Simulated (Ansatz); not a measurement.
# SnCl2 (SMILES [Cl][Sn][Cl]), step by step

Aim: a single-point energy (singlet SnCl2, HF/STO-3G), then the energy (doublet Cl, UHF/STO-3G), then a single-point energy (doublet Cl, UHF/STO-3G), then the energy (doublet SnCl, UHF/STO-3G), then the energy (doublet SnCl, UHF/STO-3G) of Cl2Sn and its partners. 

The results are computed with Ansatz 0.2.0.

## Step 1: The system as given

SnCl2 has 3 atoms, charge 0, and is taken as a singlet. SMILES: `[Cl][Sn][Cl]`. Geometry: a GFN2-xTB relaxation, a rough one for these elements and not checked as a minimum.

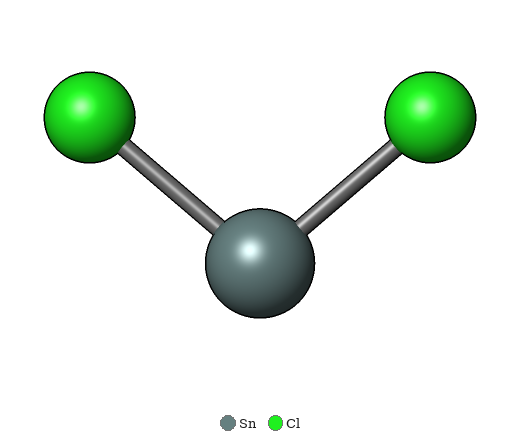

The structure, seen from a chosen angle (tin teal, chlorine green).

## Step 2: The energy at HF/STO-3G (run 1)

job.yaml reads:

```yaml
crystal:
  periodic: [false, false, false]
  atoms:
    - {symbol: Sn, position_ang: [0.004910, -0.007160, -1.023740]}
    - {symbol: Cl, position_ang: [1.812600, -0.019020, 0.521020]}
    - {symbol: Cl, position_ang: [-1.817510, 0.026180, 0.502720]}
basis:
  gaussian: {orbitals: STO-3G}
hamiltonian: {xc: hf}
```

Launch:

```sh
$ ansatz run job.yaml --threads 1 --pin off --max-ram 2610MiB --events-out events.jsonl --progress --plain --runs-dir runs
```

Log:

```text
Warning: RAYON_NUM_THREADS=1 ignored (pool sized by the plan → 1); use --threads N
Functional definition: HF
  name "HF"
  exchange = exact_x
  correlation = 0
549 factors; integrals over basis functions are off by at most 1.7e-5 eV
mean field evaluation 1: about -187011.0079 eV, gradient 1.4e1 eV
mean field evaluation 2: about -187011.0404 eV, gradient 1.4e1 eV
mean field evaluation 4: about -187012.6044 eV, gradient 5.7e-1 eV
mean field evaluation 8: about -187012.6085 eV, gradient 9.1e-6 eV
mean field -187012.60852217 eV, -6872.5866014908 hartree, gradient 7.2e-5 eV, S^2 0.000000; 0 other end points of the search recorded, 0 dependent functions left out
reference -187012.60852217 eV, -6872.5866014908 hartree; 42, 42 occupied and 3, 3 virtual orbitals, 549 factors
Total energy: -187012.60852217 eV, -6872.5866014908 hartree
```

Run time: 0.36 s. Hardware: 1 thread of Intel Xeon 6975P-C (Granite Rapids), shared host.

## Step 3: The Cl atom: a single-point energy at UHF/STO-3G (run 2)

run.yaml reads:

```yaml
crystal:
  periodic: [false, false, false]
  atoms:
    - {symbol: Cl, position_ang: [-1.817510, 0.026180, 0.502720]}
basis:
  gaussian:
    orbitals: STO-3G
magnetization:
  spin_polarized: true
  initial_magnetization: 1
hamiltonian:
  xc: hf
```

Launch:

```sh
$ ansatz run run.yaml --threads 1 --pin off --max-ram 2610MiB --events-out events.jsonl --progress --plain --runs-dir runs
```

Log:

```text
Warning: RAYON_NUM_THREADS=1 ignored (pool sized by the plan → 1); use --threads N
Functional definition: HF
  name "HF"
  exchange = exact_x
  correlation = 0
42 factors; integrals over basis functions are off by at most 1.7e-6 eV
mean field evaluation 1: about -12368.7224 eV, gradient 7.8e-1 eV
mean field evaluation 2: about -12368.7232 eV, gradient 6.7e-2 eV
mean field evaluation 4: about -12368.7232 eV, gradient 9.1e-2 eV
mean field evaluation 8: about -12368.7232 eV, gradient 6.8e-2 eV
mean field -12368.72316543 eV, -454.5421925080 hartree, gradient 3.4e-6 eV, S^2 0.750000; 3 other end points of the search recorded, 0 dependent functions left out
reference -12368.72316543 eV, -454.5421925080 hartree; 9, 8 occupied and 0, 1 virtual orbitals, 42 factors
Total energy: -12368.72316543 eV, -454.5421925080 hartree
```

It took 0.04 s on 1 thread of Intel Xeon 6975P-C (Granite Rapids), shared host.

## Step 4: Cl among ghost functions: the energy at UHF/STO-3G (with ghost functions) (run 3)

run.yaml: that of step 3 with these lines changed.

```diff
@@ -7,2 +7,3 @@
     orbitals: STO-3G
+    ghost_atoms: [{symbol: Sn, position_ang: [0.004910, -0.007160, -1.023740]}, {symbol: Cl, position_ang: [1.812600, -0.019020, 0.521020]}]
 magnetization:
```

Launch:

```sh
$ ansatz run run.yaml --threads 1 --pin off --max-ram 2610MiB --events-out events.jsonl --progress --plain --runs-dir runs
```

Log:

```text
Warning: RAYON_NUM_THREADS=1 ignored (pool sized by the plan → 1); use --threads N
Functional definition: HF
  name "HF"
  exchange = exact_x
  correlation = 0
308 factors; integrals over basis functions are off by at most 1.4e-3 eV
mean field evaluation 1: about -12369.1786 eV, gradient 1.1e0 eV
mean field evaluation 2: about -12369.1789 eV, gradient 1.1e0 eV
mean field evaluation 4: about -12369.1900 eV, gradient 6.1e-2 eV
mean field evaluation 8: about -12369.1900 eV, gradient 5.4e-6 eV
mean field evaluation 16: about -12369.1898 eV, gradient 3.8e-4 eV
mean field evaluation 32: about -12369.1096 eV, gradient 2.4e-1 eV
mean field evaluation 64: about -12369.1899 eV, gradient 7.8e-4 eV
mean field evaluation 96: about -12369.1900 eV, gradient 4.4e-6 eV
mean field -12369.19003152 eV, -454.5593495201 hartree, gradient 5.4e-6 eV, S^2 0.750622; 4 other end points of the search recorded, 0 dependent functions left out
reference -12369.19003152 eV, -454.5593495201 hartree; 9, 8 occupied and 36, 37 virtual orbitals, 308 factors
Total energy: -12369.19003152 eV, -454.5593495201 hartree
```

It took 0.36 s on 1 thread of Intel Xeon 6975P-C (Granite Rapids), shared host.

## Step 5: SnCl: a single-point energy at UHF/STO-3G (run 4)

run.yaml reads:

```yaml
crystal:
  periodic: [false, false, false]
  atoms:
    - {symbol: Sn, position_ang: [0.004910, -0.007160, -1.023740]}
    - {symbol: Cl, position_ang: [1.812600, -0.019020, 0.521020]}
basis:
  gaussian: {orbitals: STO-3G}
magnetization: {spin_polarized: true, initial_magnetization: 1}
hamiltonian: {xc: hf}
```

Launch:

```sh
$ ansatz run run.yaml --threads 1 --pin off --max-ram 2610MiB --events-out events.jsonl --progress --plain --runs-dir runs
```

Log:

```text
Warning: RAYON_NUM_THREADS=1 ignored (pool sized by the plan → 1); use --threads N
Functional definition: HF
  name "HF"
  exchange = exact_x
  correlation = 0
450 factors; integrals over basis functions are off by at most 1.6e-5 eV
mean field evaluation 1: about -174639.2892 eV, gradient 5.7e0 eV
mean field evaluation 2: about -174639.3129 eV, gradient 5.7e0 eV
mean field evaluation 4: about -174639.8888 eV, gradient 3.2e-1 eV
mean field evaluation 8: about -174639.8910 eV, gradient 1.7e-5 eV
mean field evaluation 16: about -174637.7541 eV, gradient 6.3e0 eV
mean field -174639.89099797 eV, -6417.8976190056 hartree, gradient 2.1e-5 eV, S^2 0.753803; 0 other end points of the search recorded, 0 dependent functions left out
reference -174639.89099797 eV, -6417.8976190056 hartree; 34, 33 occupied and 2, 3 virtual orbitals, 450 factors
Total energy: -174639.89099797 eV, -6417.8976190056 hartree
```

Run time: 0.6 s. Hardware: 1 thread of Intel Xeon 6975P-C (Granite Rapids), shared host.

## Step 6: SnCl among ghost functions: a single-point energy at UHF/STO-3G (with ghost functions) (run 5)

in.yaml reads:

```yaml
basis:
  gaussian:
    orbitals: STO-3G
    ghost_atoms: [{symbol: Cl, position_ang: [-1.817510, 0.026180, 0.502720]}]
crystal:
  periodic: [false, false, false]
  atoms:
    - symbol: Sn
      position_ang: [0.004910, -0.007160, -1.023740]
    - symbol: Cl
      position_ang: [1.812600, -0.019020, 0.521020]
magnetization:
  spin_polarized: true
  initial_magnetization: 1
hamiltonian:
  xc: hf
```

Launch:

```sh
$ ansatz run in.yaml --threads 1 --pin off --max-ram 2610MiB --events-out events.jsonl --progress --plain --runs-dir runs
```

Log:

```text
Warning: RAYON_NUM_THREADS=1 ignored (pool sized by the plan → 1); use --threads N
Functional definition: HF
  name "HF"
  exchange = exact_x
  correlation = 0
523 factors; integrals over basis functions are off by at most 9.4e-4 eV
mean field evaluation 1: about -174639.8430 eV, gradient 6.3e0 eV
mean field evaluation 2: about -174639.8634 eV, gradient 6.3e0 eV
mean field evaluation 4: about -174640.5267 eV, gradient 3.5e-1 eV
mean field evaluation 8: about -174640.5294 eV, gradient 1.9e-4 eV
mean field evaluation 16: about -174640.3412 eV, gradient 9.3e-1 eV
mean field evaluation 32: about -174638.9998 eV, gradient 5.7e0 eV
mean field evaluation 64: about -174640.2220 eV, gradient 2.6e-1 eV
mean field -174640.52943425 eV, -6417.9210811063 hartree, gradient 3.4e-6 eV, S^2 0.755986; 3 other end points of the search recorded, 0 dependent functions left out
reference -174640.52943425 eV, -6417.9210811063 hartree; 34, 33 occupied and 11, 12 virtual orbitals, 523 factors
Total energy: -174640.52943425 eV, -6417.9210811063 hartree
```

Wall time 1.3 s (1 thread of Intel Xeon 6975P-C (Granite Rapids), shared host).

## Step 7: Results

```
                                                                                                              quantity           value
                                                                                        run 1, HF/STO-3G: total energy  -6872.58660 Eh
                                                                                                 Cl atom: total energy   -454.54219 Eh
                                                                                                         Cl atom: ⟨S²⟩           0.750
                                                                                Cl among ghost functions: total energy   -454.55935 Eh
                                                                                        Cl among ghost functions: ⟨S²⟩           0.751
                                                                                                    SnCl: total energy  -6417.89762 Eh
                                                                                                            SnCl: ⟨S²⟩           0.754
                                                                              SnCl among ghost functions: total energy  -6417.92108 Eh
                                                                                      SnCl among ghost functions: ⟨S²⟩           0.756
              interaction energy of the rigid parts Cl and SnCl (parts in their own basis; closest atoms 2.38 Å apart)       -3.994 eV
interaction energy of the rigid parts Cl and SnCl (parts in the whole basis, counterpoise; closest atoms 2.38 Å apart)       -2.889 eV
```

In words: The interaction energy of the rigid parts Cl and SnCl (parts in their own basis; closest atoms 2.38 Å apart) is −3.99 eV (−92 kcal/mol): the parts attract. Without counterpoise this holds the superposition error of the basis. The interaction energy of the rigid parts Cl and SnCl (parts in the whole basis, counterpoise; closest atoms 2.38 Å apart) is −2.89 eV (−279 kJ/mol): the parts attract. The basis-set superposition error is 106.6 kJ/mol. Relativity is left out (run 1, HF/STO-3G) although the molecule holds a heavy atom. Relativity is left out (SnCl) although the molecule holds a heavy atom. Relativity is left out (SnCl among ghost functions) although the molecule holds a heavy atom.
